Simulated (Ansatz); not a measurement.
# wB97X/STO-3G run of SnO (tin(ii) oxide)

Aim: the vertical electron affinity of SnO (tin(ii) oxide) at wB97X/STO-3G, from 2 runs. 

Program for the calculation: Ansatz 0.2.0.

55 further runs of the same task are left out: 20 that didn't finish, 35 set aside as unsound or not needed.

## 1. The system as given

The species is SnO (2 atoms), meant as a singlet with charge 0. SMILES: `[O]=[Sn]`. The shape comes from GFN2-xTB, which is rough for such elements, and wasn't checked as a minimum.

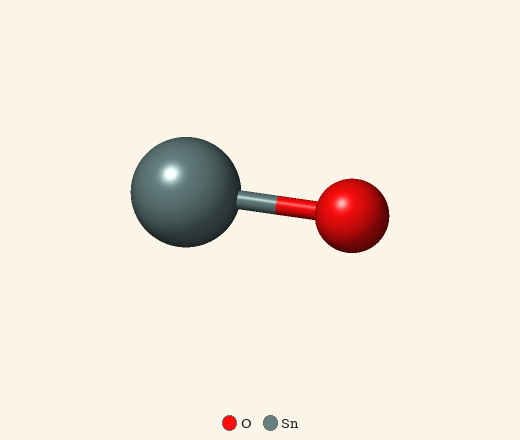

Viewed from a chosen angle; oxygen red, tin teal.

## 2. A single-point energy at wB97X/STO-3G

The input, job.yaml:

```yaml
crystal:
  periodic: [false, false, false]
  atoms:
    - {symbol: O, position_ang: [0.000000, 0.000000, 0.000000]}
    - {symbol: Sn, position_ang: [0.000000, 0.000000, 1.803580]}
basis:
  gaussian:
    orbitals: STO-3G
hamiltonian:
  xc: {name: wB97X}
accuracy: high
```

On the command line:

```
$ ansatz run job.yaml --threads 1 --pin off --max-ram 2610MiB --events-out events.jsonl --progress --plain --runs-dir runs
```

What it wrote:

```text
Warning: RAYON_NUM_THREADS=1 ignored (pool sized by the plan → 1); use --threads N
Functional definition: wB97X
  name "wB97X"
  parameter omega = 0.3/bohr
  parameter cx = 0.157706
  parameter cx1 = 0.726479
  parameter cx2 = 1.04760
  parameter cx3 = -5.70635
  parameter cx4 = 13.2794
  parameter css1 = -4.33879
  parameter css2 = 18.2308
  parameter css3 = -31.7430
  parameter css4 = 17.2901
  parameter cos1 = 2.37031
  parameter cos2 = -11.3995
  parameter cos3 = 6.58405
  parameter cos4 = -3.78132
  exchange = spin_sum(e_x_unif_sr(omega)*poly(b97_u_x, 1 - cx, cx1, cx2, cx3, cx4)) + cx*exact_x_sr(omega)
      + exact_x_lr(omega)
  correlation = spin_sum(e_c_pw_same_spin*poly(b97_u_same, 1, css1, css2, css3, css4))
      + integral(e_c_pw_opposite_spin*poly(b97_u_opposite, 1, cos1, cos2, cos3, cos4))
568 factors; integrals over basis functions are off by at most 5.0e-9 eV
117 factors; integrals over basis functions are off by at most 7.3e-10 eV
mean field evaluation 1: about -164337.8179 eV, gradient 3.8e1 eV
mean field evaluation 2: about -164280.7244 eV, gradient 1.4e2 eV
mean field evaluation 4: about -164345.4909 eV, gradient 5.5e0 eV
mean field evaluation 8: about -164345.5623 eV, gradient 1.7e-1 eV
mean field evaluation 16: about -164345.5624 eV, gradient 3.0e-6 eV
mean field -164345.56239728 eV, -6039.5880206767 hartree, gradient 4.9e-8 eV, S^2 0.000000; 0 other end points of the search recorded, 0 dependent functions left out
reference -164345.56239603 eV, -6039.5880206309 hartree; 29, 29 occupied and 3, 3 virtual orbitals, 568 factors
Total energy: -164345.56239603 eV, -6039.5880206309 hartree
```

It took 4.8 s on 1 thread of Arm Neoverse V2, shared host; peak memory 0.21 GiB.

## 3. The doublet anion at the same level

The input, in.yaml:

```yaml
crystal:
  periodic: [false, false, false]
  atoms:
    - {symbol: O, position_ang: [0.000000, 0.000000, 0.000000]}
    - {symbol: Sn, position_ang: [0.000000, 0.000000, 1.803580]}
basis:
  gaussian: {orbitals: STO-3G}
magnetization: {spin_polarized: true, initial_magnetization: 1}
total_charge: -1
accuracy: high
hamiltonian: {xc: {name: wB97X}}
```

On the command line:

```
$ ansatz run in.yaml --threads 1 --pin off --max-ram 2610MiB --events-out events.jsonl --progress --plain --runs-dir runs
```

What it wrote:

```text
Warning: RAYON_NUM_THREADS=1 ignored (pool sized by the plan → 1); use --threads N
[... 17 set-up lines as earlier in the session ...]
      + exact_x_lr(omega)
[... 1 set-up line as earlier in the session ...]
      + integral(e_c_pw_opposite_spin*poly(b97_u_opposite, 1, cos1, cos2, cos3, cos4))
568 factors; integrals over basis functions are off by at most 5.0e-9 eV
117 factors; integrals over basis functions are off by at most 7.3e-10 eV
mean field evaluation 1: about -164334.2113 eV, gradient 3.2e1 eV
mean field evaluation 2: about -164331.9488 eV, gradient 2.8e1 eV
mean field evaluation 4: about -164340.3707 eV, gradient 6.7e-1 eV
mean field evaluation 8: about -164340.3678 eV, gradient 1.3e-1 eV
mean field evaluation 16: about -164340.3701 eV, gradient 1.4e-3 eV
mean field evaluation 32: about -164340.1704 eV, gradient 1.3e0 eV
mean field -164340.37011506 eV, -6039.3972078248 hartree, gradient 7.6e-9 eV, S^2 0.751295; 2 other end points of the search recorded, 0 dependent functions left out
reference -164340.37011391 eV, -6039.3972077826 hartree; 30, 29 occupied and 2, 3 virtual orbitals, 568 factors
Total energy: -164340.37011391 eV, -6039.3972077826 hartree
```

It took 14 s on 1 thread of Arm Neoverse V2, shared host; peak memory 0.36 GiB.

## 4. Outcome

At wB97X/STO-3G:

| quantity | value |
| --- | --- |
| singlet SnO: total energy | -6039.58802 Eh |
| doublet anion: total energy | -6039.39721 Eh |
| doublet anion: ⟨S²⟩ | 0.751 |
| vertical electron affinity (to the doublet anion) | -5.192 eV |

The anion lies 5.19 eV (501 kJ/mol) above the neutral: the electron isn't bound at this level, and such a value depends on the basis. Without diffuse functions anions come out too high. In a minimal basis such a difference can be off by several eV, whatever the method. Relativity is left out (singlet SnO) although the molecule holds a heavy atom. Relativity is left out (doublet anion) although the molecule holds a heavy atom.
